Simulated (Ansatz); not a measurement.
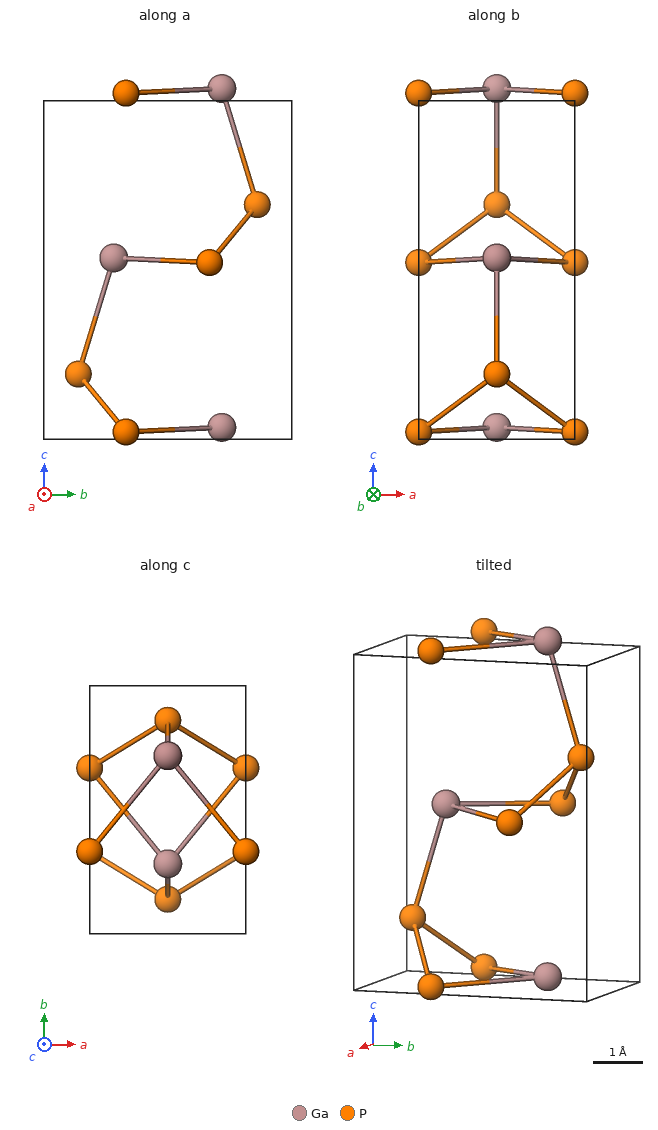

We look at a ball-and-stick model of the crystal along the a axis, along the b axis, along the c axis and slightly off an axis. The edges of the conventional unit cell are marked.

Lattice parameters: a = 3.251 Å, b = 5.158 Å, c = 7.051 Å, α = 90.00°, β = 90.00°, γ = 90.00°. Put a along x and b in the xy plane.

> Put the structure into a POSCAR file, with free fractional coordinates to two decimals.

```
Ga P
1.0
     3.251    0.000    0.000
     0.000    5.158    0.000
     0.000    0.000    7.051
Ga P
2 4
Direct
  0.50 0.28 0.54
  0.50 0.72 0.04
  0.00 0.67 0.52
  0.00 0.33 0.02
  0.50 0.86 0.69
  0.50 0.14 0.19
```

The cell started as a structure type filled with these elements by a generator (whether the compound takes this form wasn't checked). Earlier steps of the study, as a rule a relaxation of our own, may have changed the cell and positions, so they can lie some per cent off the listed ones. Ansatz was used for an electronic-structure calculation on it.
